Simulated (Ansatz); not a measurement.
```xyz
10

Br    1.5393    2.3741    0.6731
O    -1.0058    2.3468   -1.2631
O     0.3682    0.0081   -1.0048
Si    0.4707    1.6382   -1.1473
Si    0.7582   -1.2750   -0.0113
H    -1.6132    2.2666   -0.5211
H     1.2234    2.0256   -2.3524
H     0.3470   -2.5204   -0.7143
H     0.0206   -1.1605    1.2807
H     2.2256   -1.2978    0.2510
```

Geometry: PBE0-D3(BJ)/def2-SVP.

Level of theory: isolated molecule in a Gaussian basis; Kohn-Sham density functional theory, functional PBE0 (Ansatz).

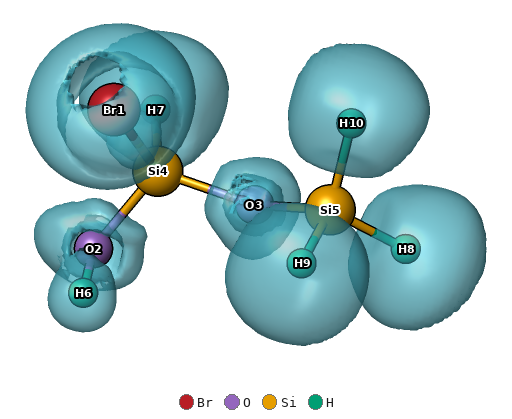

BrH$_{5}$O$_{2}$Si$_{2}$. Isosurface of the electron localisation function at 0.8 (cyan), seen at a tilt. Core shells and regions of very low density are left out.

**Identify the bonds, lone pairs and shells in this picture.**

The surface consists of one region between bonded Br–Si atoms (shared pairs), four regions around hydrogen nuclei, one ring or bowl of non-bonding electrons around Br, one region wrapped around O (its lone pairs, merged into a ring or cap) and one joined region spread over several atoms (H, O), in which their bonds and any lone pairs are merged.

Values along the shortest contacts:
Si–O (1.64 Å): the ELF peaks at about 0.85 between the atoms; a polar covalent bond. Si–Br (2.24 Å): the ELF peaks at about 0.90 between the atoms; a polar covalent bond.
